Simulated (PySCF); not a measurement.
**C2H9BClN: NMR shifts at several levels of theory, part 1 of 2**

Aim: compute the NMR shifts of C2H9BClN (`CC[B@H-]([NH3+])Cl`) at several levels, and see how far they spread and what each costs.

The runs use PySCF 2.14.0, with density-fitted response routines of our own; the level of theory stands in each step. All values are computed, except where a source is named. Atoms are numbered from 0 throughout.

## Step 1: The starting structure

14 atoms, charge 0, multiplicity 1; geometry from: GFN2-xTB. The atoms were then displaced at random by about 0.01 Å, so the start is not that level's minimum.

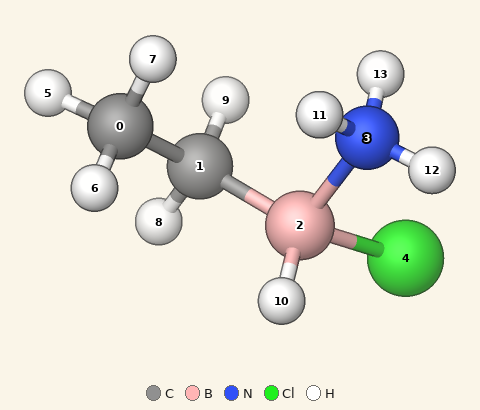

As it starts; carbon grey, boron pink, nitrogen blue, chlorine green, hydrogen white, atoms numbered.

## Step 2: Optimising the geometry at PBE0-D3(BJ)/def2-SVP

Job settings and geometry (Å):

```
{"job": {"xc": "PBE0", "basis": "def2-SVP", "d3": "d3bj", "grid": 1, "shake": 0.01, "kind": "geom"}, "charge": 0, "multiplicity": 1}
C     -1.555990     0.489290     0.380360
C     -0.778170    -0.290900    -0.654180
B      0.609080    -0.861650    -0.092200
N      1.597500     0.425170     0.327360
Cl     1.653860    -1.625660    -1.437850
H     -2.561280     0.780620    -0.018670
H     -1.708940    -0.071190     1.283080
H     -1.057280     1.449830     0.638290
H     -1.395470    -1.114550    -0.965280
H     -0.618720     0.336790    -1.525330
H      0.559380    -1.583040     0.863260
H      1.170260     0.929330     1.123210
H      2.466020     0.089590     0.547600
H      1.612600     1.031290    -0.477400
```

Launch:

```console
> OMP_NUM_THREADS=1 python probes_run.py task.json out
```

The driver reads the jobs from task.json and runs them one after another.

The program printed:

```text
step   0  E = -620.89442104  max force = 0.084609
step   1  E = -620.90175772  max force = 0.024136
step   2  E = -620.90248980  max force = 0.007741
step   3  E = -620.90259598  max force = 0.000999
step   4  E = -620.90261097  max force = 0.000772
step   5  E = -620.90262386  max force = 0.000419
optimisation converged
```

Run time: 27 s. Hardware: 1 thread of Intel Xeon Platinum 8488C, shared host; peak memory 0.53 GiB.

The steps of the relaxation:

| step | energy from step 0 (eV) | largest force component (eV/Å) |
| --- | --- | --- |
| 0 | 0.0000 | 4.3508 |
| 1 | -0.1996 | 1.2411 |
| 2 | -0.2196 | 0.3981 |
| 3 | -0.2225 | 0.0514 |
| 4 | -0.2229 | 0.0397 |
| 5 | -0.2232 | 0.0215 |

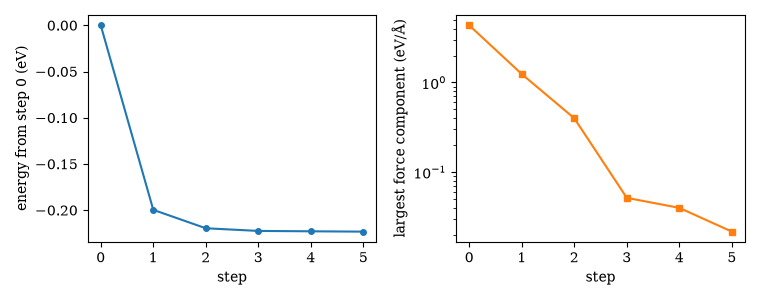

Energy and largest force along the relaxation.

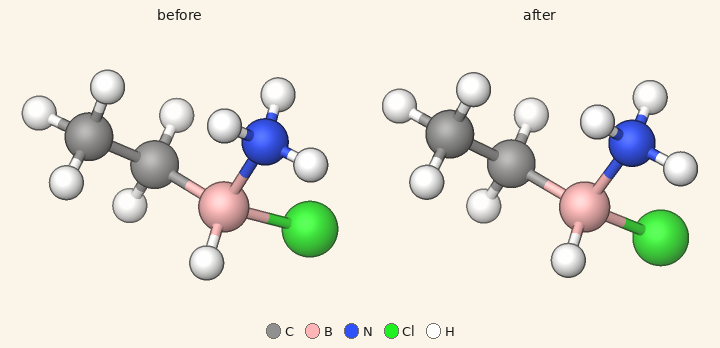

Before and after, at one scale.

Close pairs (by a distance rule), those that changed most:

| bond | before (Å) | after (Å) | change (Å) |
| --- | --- | --- | --- |
| N3–H12 | 0.957 | 1.021 | +0.064 |
| B2–N3 | 1.676 | 1.633 | -0.043 |
| C0–H6 | 1.074 | 1.102 | +0.029 |
| C1–H8 | 1.075 | 1.103 | +0.028 |
| B2–H10 | 1.198 | 1.223 | +0.025 |
| C1–H9 | 1.086 | 1.107 | +0.022 |
| C0–H5 | 1.120 | 1.102 | -0.018 |
| C0–C1 | 1.511 | 1.527 | +0.015 |

The end geometry stands in the next job.

| at the end point | value |
| --- | --- |
| point group (found at 0.08 Å tolerance) | C1 |
| rotational constants (GHz, main isotopes) | 6.328, 2.102, 1.694 |
| dipole moment (D) | 5.68 |

## Step 3: Nuclear shieldings: PBE0/pcSseg-1

Job settings and geometry (Å):

```
{"job": {"kind": "nmr", "xc": "PBE0", "basis": "pcSseg-1", "pop": false}, "charge": 0, "multiplicity": 1}
C     -1.535506     0.577203     0.519289
C     -0.856462    -0.249628    -0.569507
B      0.555555    -0.878150    -0.148330
N      1.600712     0.345565     0.130261
Cl     1.391929    -1.809564    -1.534957
H     -2.516008     0.971533     0.207284
H     -1.696723    -0.019534     1.431817
H     -0.937221     1.459133     0.817735
H     -1.513412    -1.090018    -0.851290
H     -0.752273     0.350461    -1.494396
H      0.552362    -1.529079     0.886942
H      1.281927     0.938348     0.899169
H      2.522459    -0.029674     0.358848
H      1.696759     0.920368    -0.710134
```

With the program's defaults for keys left out, this is: GIAO PBE0/pcSseg-1 NMR shielding, non-relativistic, gas phase.

The program printed:

```text
coarse grid: 11528 points
cycle   1  E = -621.0293531949  dE =  2.255e-01  |g| = 4.368e-01  |ddm| = 2.992e+00
cycle   2  E = -621.0373364530  dE = -7.983e-03  |g| = 4.423e-01  |ddm| = 1.076e+00
cycle   3  E = -621.0885378899  dE = -5.120e-02  |g| = 5.054e-02  |ddm| = 4.880e-01
cycle   4  E = -621.0891281819  dE = -5.903e-04  |g| = 2.137e-02  |ddm| = 8.431e-02
cycle   5  E = -621.0892282182  dE = -1.000e-04  |g| = 2.889e-03  |ddm| = 2.612e-02
cycle   6  E = -621.0892296873  dE = -1.469e-06  |g| = 1.102e-03  |ddm| = 3.930e-03
final grid: 104712 points
cycle   7  E = -621.1119036377  dE = -4.128e-05  |g| = 7.840e-03  |ddm| = 2.203e-02
cycle   8  E = -621.1118973134  dE =  6.324e-06  |g| = 9.310e-03  |ddm| = 1.365e-02
cycle   9  E = -621.1119178372  dE = -2.052e-05  |g| = 6.766e-04  |ddm| = 7.483e-03
cycle  10  E = -621.1119179156  dE = -7.839e-08  |g| = 1.721e-04  |ddm| = 9.127e-04
cycle  11  E = -621.1119179221  dE = -6.487e-09  |g| = 4.530e-05  |ddm| = 2.089e-04
cycle  12  E = -621.1119179226  dE = -4.686e-10  |g| = 1.276e-05  |ddm| = 4.536e-05
converged SCF energy = -621.1119179226

GIAO shielding tensors (ppm)
atom      isotropic    diamagn.    paramagn.     s11        s22        s33       span
  0 C      171.211     247.108     -75.896    163.454    164.738    185.442     21.989
  1 C      165.859     248.485     -82.626    157.357    163.961    176.258     18.901
  2 B      105.659     184.825     -79.166     94.097    105.418    117.460     23.363
  3 N      205.870     316.642    -110.772    193.867    206.059    217.685     23.818
  4 Cl     941.509    1148.292    -206.782    831.696    978.302   1014.531    182.835
  5 H       29.928      28.502       1.425     25.076     27.217     37.491     12.415
  6 H       30.303      29.633       0.670     26.169     28.026     36.715     10.546
  7 H       31.174      31.424      -0.250     26.378     30.753     36.390     10.012
  8 H       30.278      30.156       0.122     25.074     30.222     35.538     10.464
  9 H       31.205      31.361      -0.157     26.948     31.388     35.278      8.329
 10 H       28.061      28.934      -0.873     25.640     27.953     30.591      4.952
 11 H       28.144      30.875      -2.732     20.745     25.713     37.972     17.227
 12 H       28.420      28.392       0.028     22.628     25.280     37.350     14.722
 13 H       29.119      30.213      -1.094     25.284     25.652     36.421     11.136
```

Run time: 9.9 s. Hardware: 1 thread of Intel Xeon Platinum 8488C, shared host; peak memory 0.74 GiB.

The references, computed at this level on geometries of the same kind, shield at (ppm): ¹H TMS 31.27, ¹³C TMS 184.4, ¹⁵N NH3 265.7, ¹¹B BF3·OEt2 100.7, ³⁵Cl HCl 943. Their shielding less the atom's gives the shift. The references are single molecules in the gas phase, so shifts against H2O, NH3, PH3, H3PO4 or CFCl3 are not on the usual liquid scales and can be off by tens of ppm. Atoms listed in one row are averaged.

| atoms | environment | σ (ppm) | δ (ppm) | δ scaled to CDCl3 |
| --- | --- | --- | --- | --- |
| C1 | sp3 CH2 bonded to B | 165.9 | 18.5 | 17.5 |
| C0 | methyl carbon | 171.2 | 13.2 | 12.3 |
| H10 | hydrogen on a boron bonded to C, Cl, N | 28.06 | 3.21 | – |
| H11, H12, H13 | hydrogen on a donor nitrogen of a Lewis adduct | 28.56 | 2.71 | – |
| H8 | hydrogen on an sp3 CH2 bonded to B | 30.28 | 0.99 | 1.15 |
| H5, H6, H7 | hydrogen on a methyl carbon | 30.47 | 0.80 | 0.97 |
| H9 | hydrogen on an sp3 CH2 bonded to B | 31.20 | 0.06 | 0.28 |
| B2 | boron bonded to C, Cl, N, H | 105.7 | -4.9 | – |
| N3 | donor nitrogen of a Lewis adduct | 205.9 | 59.8 | – |
| Cl4 | chlorine bonded to B | 942 | 2 | – |

The scaled column applies a straight-line fit of computed shieldings to shifts measured in CDCl3, with any fitted terms for Cl, Br or S neighbours (root-mean-square error 0.21 ppm for H, 2.0 ppm for C).

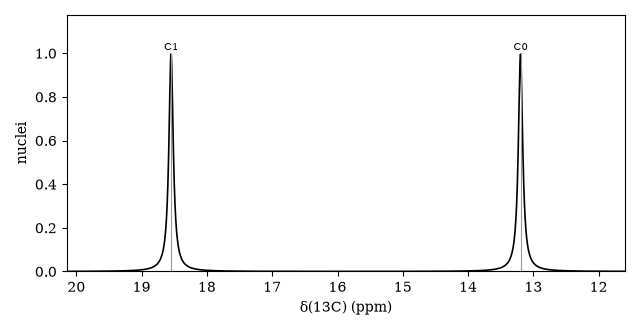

¹³C lines at the computed shifts, without couplings. Lines are broadened to a width of 0.08 ppm (Lorentzian).

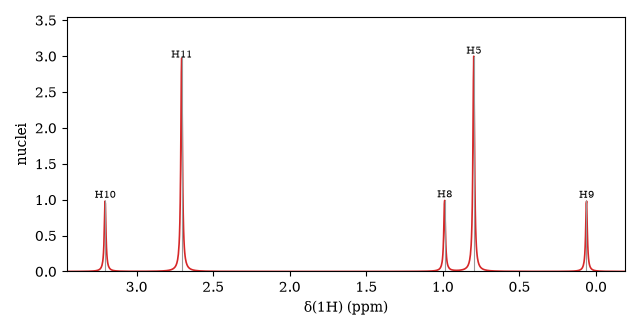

¹H lines at the computed shifts, without couplings. Lines are broadened to a width of 0.01 ppm (Lorentzian).

## Step 4: Shielding tensors: mPW1PW91/pcSseg-1

Settings changed since step 3:

```diff
@@ -1,2 +1,2 @@
-{"job": {"kind": "nmr", "xc": "PBE0", "basis": "pcSseg-1", "pop": false}, "charge": 0, "multiplicity": 1}
+{"job": {"kind": "nmr", "xc": "mPW1PW91", "basis": "pcSseg-1", "pop": false}, "charge": 0, "multiplicity": 1}
 C     -1.535506     0.577203     0.519289
```

Level: GIAO mPW1PW91/pcSseg-1 NMR shielding, non-relativistic, gas phase.

The program printed:

```text
coarse grid: 11528 points
cycle   1  E = -621.3676536059  dE =  2.252e-01  |g| = 4.409e-01  |ddm| = 2.994e+00
cycle   2  E = -621.3764184799  dE = -8.765e-03  |g| = 4.438e-01  |ddm| = 1.080e+00
cycle   3  E = -621.4276451737  dE = -5.123e-02  |g| = 4.982e-02  |ddm| = 4.898e-01
cycle   4  E = -621.4282143308  dE = -5.692e-04  |g| = 2.154e-02  |ddm| = 8.276e-02
cycle   5  E = -621.4283159811  dE = -1.017e-04  |g| = 2.959e-03  |ddm| = 2.608e-02
cycle   6  E = -621.4283175394  dE = -1.558e-06  |g| = 1.117e-03  |ddm| = 4.007e-03
final grid: 104712 points
cycle   7  E = -621.4505305662  dE = -4.159e-05  |g| = 5.667e-03  |ddm| = 2.135e-02
cycle   8  E = -621.4505275421  dE =  3.024e-06  |g| = 6.651e-03  |ddm| = 9.935e-03
cycle   9  E = -621.4505379812  dE = -1.044e-05  |g| = 5.004e-04  |ddm| = 5.317e-03
cycle  10  E = -621.4505380229  dE = -4.166e-08  |g| = 1.505e-04  |ddm| = 6.860e-04
cycle  11  E = -621.4505380277  dE = -4.796e-09  |g| = 4.160e-05  |ddm| = 1.899e-04
cycle  12  E = -621.4505380281  dE = -4.020e-10  |g| = 1.048e-05  |ddm| = 3.955e-05
converged SCF energy = -621.4505380281

GIAO shielding tensors (ppm)
atom      isotropic    diamagn.    paramagn.     s11        s22        s33       span
  0 C      170.167     247.109     -76.942    162.487    163.769    184.245     21.758
  1 C      165.111     248.632     -83.521    156.732    163.142    175.457     18.725
  2 B      105.426     184.877     -79.451     93.819    105.234    117.225     23.406
  3 N      204.974     316.835    -111.861    193.176    205.075    216.673     23.497
  4 Cl     942.099    1148.520    -206.420    831.982    978.474   1015.842    183.860
  5 H       29.984      28.533       1.450     25.174     27.277     37.500     12.326
  6 H       30.352      29.696       0.656     26.242     28.091     36.723     10.481
  7 H       31.221      31.501      -0.280     26.453     30.807     36.403      9.949
  8 H       30.339      30.212       0.126     25.161     30.292     35.564     10.402
  9 H       31.251      31.438      -0.187     27.019     31.440     35.293      8.274
 10 H       28.134      29.035      -0.900     25.716     28.025     30.662      4.946
 11 H       28.187      30.941      -2.754     20.827     25.763     37.971     17.144
 12 H       28.456      28.408       0.048     22.686     25.343     37.340     14.654
 13 H       29.137      30.259      -1.122     25.310     25.702     36.399     11.090
```

It took 11 s on 1 thread of Intel Xeon Platinum 8488C, shared host; peak memory 0.74 GiB.

In short: δ C1 18.4, C0 13.4, B2 -4.6, N3 59.2, H10 3.18, H11 2.72 ppm (means over like atoms).

## Step 5: Nuclear shieldings: WP04/pcSseg-1

Settings changed since step 4:

```diff
@@ -1,2 +1,2 @@
-{"job": {"kind": "nmr", "xc": "mPW1PW91", "basis": "pcSseg-1", "pop": false}, "charge": 0, "multiplicity": 1}
+{"job": {"kind": "nmr", "xc": "WP04", "basis": "pcSseg-1", "pop": false}, "charge": 0, "multiplicity": 1}
 C     -1.535506     0.577203     0.519289
```

Method: GIAO WP04/pcSseg-1 NMR shielding, non-relativistic, gas phase.

The program printed:

```text
coarse grid: 11528 points
cycle   1  E = -629.7786247783  dE =  1.512e-01  |g| = 7.343e-01  |ddm| = 3.097e+00
cycle   2  E = -629.7343040092  dE =  4.432e-02  |g| = 8.526e-01  |ddm| = 1.581e+00
cycle   3  E = -629.9119666957  dE = -1.777e-01  |g| = 9.103e-02  |ddm| = 8.513e-01
cycle   4  E = -629.9138797025  dE = -1.913e-03  |g| = 2.673e-02  |ddm| = 1.226e-01
cycle   5  E = -629.9140204555  dE = -1.408e-04  |g| = 6.364e-03  |ddm| = 3.124e-02
cycle   6  E = -629.9140290827  dE = -8.627e-06  |g| = 2.395e-03  |ddm| = 7.280e-03
final grid: 104712 points
cycle   7  E = -629.9439877458  dE = -6.562e-05  |g| = 8.866e-03  |ddm| = 2.792e-02
cycle   8  E = -629.9439716173  dE =  1.613e-05  |g| = 1.201e-02  |ddm| = 1.605e-02
cycle   9  E = -629.9440074148  dE = -3.580e-05  |g| = 5.256e-04  |ddm| = 9.439e-03
cycle  10  E = -629.9440074650  dE = -5.016e-08  |g| = 2.686e-04  |ddm| = 8.318e-04
cycle  11  E = -629.9440074823  dE = -1.736e-08  |g| = 5.907e-05  |ddm| = 2.896e-04
cycle  12  E = -629.9440074831  dE = -7.551e-10  |g| = 1.325e-05  |ddm| = 4.999e-05
converged SCF energy = -629.9440074831

GIAO shielding tensors (ppm)
atom      isotropic    diamagn.    paramagn.     s11        s22        s33       span
  0 C      156.931     248.042     -91.111    149.201    150.475    171.118     21.918
  1 C      153.162     249.733     -96.571    145.266    149.999    164.219     18.954
  2 B       96.127     186.471     -90.345     84.073     96.313    107.994     23.920
  3 N      194.702     318.685    -123.984    184.937    193.775    205.393     20.456
  4 Cl     936.484    1152.591    -216.107    818.336    958.307   1032.808    214.472
  5 H       30.324      28.597       1.727     26.013     27.753     37.205     11.192
  6 H       30.616      30.419       0.198     26.872     28.533     36.443      9.571
  7 H       31.478      32.623      -1.145     27.099     31.118     36.218      9.119
  8 H       30.654      30.447       0.207     25.871     30.718     35.375      9.504
  9 H       31.443      32.192      -0.749     27.532     31.719     35.078      7.546
 10 H       28.795      30.239      -1.443     26.544     28.720     31.122      4.579
 11 H       28.317      31.804      -3.487     21.431     25.941     37.579     16.148
 12 H       28.505      28.339       0.167     22.966     25.652     36.898     13.932
 13 H       29.030      30.805      -1.775     25.314     25.879     35.898     10.583
```

Run time: 12 s. Hardware: 1 thread of Intel Xeon Platinum 8488C, shared host; peak memory 0.74 GiB.

This run: δ C1 19.3, C0 15.5, B2 -0.4, N3 52.2, H11 2.95, H10 2.77 ppm (means over like atoms).

## Step 6: Shielding tensors: B97-2/pcSseg-1

Settings changed since step 5:

```diff
@@ -1,2 +1,2 @@
-{"job": {"kind": "nmr", "xc": "WP04", "basis": "pcSseg-1", "pop": false}, "charge": 0, "multiplicity": 1}
+{"job": {"kind": "nmr", "xc": "B97-2", "basis": "pcSseg-1", "pop": false}, "charge": 0, "multiplicity": 1}
 C     -1.535506     0.577203     0.519289
```

Level: GIAO B97-2/pcSseg-1 NMR shielding, non-relativistic, gas phase.

The program printed:

```text
coarse grid: 11528 points
cycle   1  E = -621.3704358532  dE =  2.032e-01  |g| = 4.522e-01  |ddm| = 3.003e+00
cycle   2  E = -621.3753816922  dE = -4.946e-03  |g| = 4.707e-01  |ddm| = 1.137e+00
cycle   3  E = -621.4332098284  dE = -5.783e-02  |g| = 5.114e-02  |ddm| = 5.287e-01
cycle   4  E = -621.4338194128  dE = -6.096e-04  |g| = 2.179e-02  |ddm| = 8.536e-02
cycle   5  E = -621.4339243421  dE = -1.049e-04  |g| = 3.005e-03  |ddm| = 2.644e-02
cycle   6  E = -621.4339259900  dE = -1.648e-06  |g| = 1.235e-03  |ddm| = 4.201e-03
final grid: 104712 points
cycle   7  E = -621.4428369282  dE = -5.912e-05  |g| = 4.971e-03  |ddm| = 2.472e-02
cycle   8  E = -621.4428376705  dE = -7.422e-07  |g| = 3.476e-03  |ddm| = 8.050e-03
cycle   9  E = -621.4428397359  dE = -2.065e-06  |g| = 6.552e-04  |ddm| = 4.115e-03
cycle  10  E = -621.4428398289  dE = -9.297e-08  |g| = 1.826e-04  |ddm| = 6.110e-04
cycle  11  E = -621.4428398360  dE = -7.139e-09  |g| = 3.083e-05  |ddm| = 1.793e-04
cycle  12  E = -621.4428398362  dE = -2.012e-10  |g| = 9.362e-06  |ddm| = 2.951e-05
converged SCF energy = -621.4428398362

GIAO shielding tensors (ppm)
atom      isotropic    diamagn.    paramagn.     s11        s22        s33       span
  0 C      169.855     247.003     -77.147    162.129    163.388    184.048     21.920
  1 C      164.935     248.411     -83.477    156.590    162.795    175.419     18.829
  2 B      105.868     185.187     -79.319     94.396    105.620    117.588     23.193
  3 N      204.959     316.690    -111.731    193.509    205.025    216.343     22.834
  4 Cl     943.080    1148.920    -205.840    833.752    977.051   1018.437    184.685
  5 H       30.031      28.565       1.465     25.286     27.359     37.447     12.162
  6 H       30.396      29.799       0.598     26.354     28.157     36.678     10.324
  7 H       31.258      31.642      -0.384     26.554     30.848     36.372      9.818
  8 H       30.386      30.228       0.158     25.277     30.365     35.514     10.237
  9 H       31.288      31.515      -0.227     27.112     31.499     35.254      8.142
 10 H       28.218      29.212      -0.994     25.816     28.117     30.720      4.904
 11 H       28.228      31.081      -2.853     20.931     25.824     37.928     16.996
 12 H       28.506      28.448       0.058     22.792     25.424     37.303     14.511
 13 H       29.180      30.368      -1.189     25.392     25.779     36.368     10.976
```

It took 12 s on 1 thread of Intel Xeon Platinum 8488C, shared host; peak memory 0.74 GiB.

This run: δ C1 18.8, C0 13.8, B2 -4.0, N3 57.9, H10 3.16, H11 2.74 ppm (means over like atoms).

## Step 7: Shielding tensors: BHandHLYP/pcSseg-1

Settings changed since step 6:

```diff
@@ -1,2 +1,2 @@
-{"job": {"kind": "nmr", "xc": "B97-2", "basis": "pcSseg-1", "pop": false}, "charge": 0, "multiplicity": 1}
+{"job": {"kind": "nmr", "xc": "BHandHLYP", "basis": "pcSseg-1", "pop": false}, "charge": 0, "multiplicity": 1}
 C     -1.535506     0.577203     0.519289
```

With the program's defaults for keys left out, this is: GIAO BHandHLYP/pcSseg-1 NMR shielding, non-relativistic, gas phase.

The program printed:

```text
coarse grid: 11528 points
cycle   1  E = -621.2913137745  dE =  3.404e-01  |g| = 3.845e-01  |ddm| = 2.943e+00
cycle   2  E = -621.3251750071  dE = -3.386e-02  |g| = 2.515e-01  |ddm| = 8.170e-01
cycle   3  E = -621.3403878050  dE = -1.521e-02  |g| = 4.278e-02  |ddm| = 2.913e-01
cycle   4  E = -621.3407882263  dE = -4.004e-04  |g| = 1.521e-02  |ddm| = 4.564e-02
cycle   5  E = -621.3408410465  dE = -5.282e-05  |g| = 3.654e-03  |ddm| = 1.633e-02
cycle   6  E = -621.3408439098  dE = -2.863e-06  |g| = 6.258e-04  |ddm| = 3.623e-03
final grid: 104712 points
cycle   7  E = -621.3586481225  dE = -1.789e-05  |g| = 3.681e-03  |ddm| = 1.262e-02
cycle   8  E = -621.3586485813  dE = -4.588e-07  |g| = 3.444e-03  |ddm| = 4.904e-03
cycle   9  E = -621.3586512052  dE = -2.624e-06  |g| = 1.522e-04  |ddm| = 2.455e-03
cycle  10  E = -621.3586512098  dE = -4.568e-09  |g| = 9.500e-05  |ddm| = 2.398e-04
cycle  11  E = -621.3586512120  dE = -2.241e-09  |g| = 1.288e-05  |ddm| = 9.301e-05
cycle  12  E = -621.3586512120  dE = -4.616e-11  |g| = 3.687e-06  |ddm| = 1.771e-05
converged SCF energy = -621.3586512120

GIAO shielding tensors (ppm)
atom      isotropic    diamagn.    paramagn.     s11        s22        s33       span
  0 C      170.713     246.010     -75.298    163.180    164.623    184.335     21.155
  1 C      165.331     247.870     -82.538    156.941    163.252    175.802     18.861
  2 B      106.512     182.878     -76.366     95.095    106.270    118.171     23.075
  3 N      206.303     317.232    -110.929    194.585    206.102    218.221     23.636
  4 Cl     956.332    1148.574    -192.242    848.769    991.895   1028.332    179.563
  5 H       30.105      28.584       1.521     25.271     27.383     37.662     12.391
  6 H       30.460      29.734       0.726     26.302     28.208     36.871     10.568
  7 H       31.352      31.596      -0.244     26.534     30.976     36.547     10.014
  8 H       30.490      30.230       0.260     25.288     30.418     35.764     10.476
  9 H       31.397      31.539      -0.142     27.156     31.552     35.483      8.328
 10 H       28.395      29.126      -0.731     25.900     28.229     31.056      5.157
 11 H       28.300      30.987      -2.687     20.919     25.782     38.198     17.279
 12 H       28.455      28.355       0.100     22.515     25.359     37.491     14.977
 13 H       29.117      30.270      -1.154     25.119     25.692     36.539     11.419
```

Wall time 12 s (1 thread of Intel Xeon Platinum 8488C, shared host); peak memory 0.74 GiB.

In short: δ C1 18.6, C0 13.3, B2 -1.9, N3 58.7, H10 3.05, H11 2.82 ppm (means over like atoms).

(Continued in part 2 of 2.)
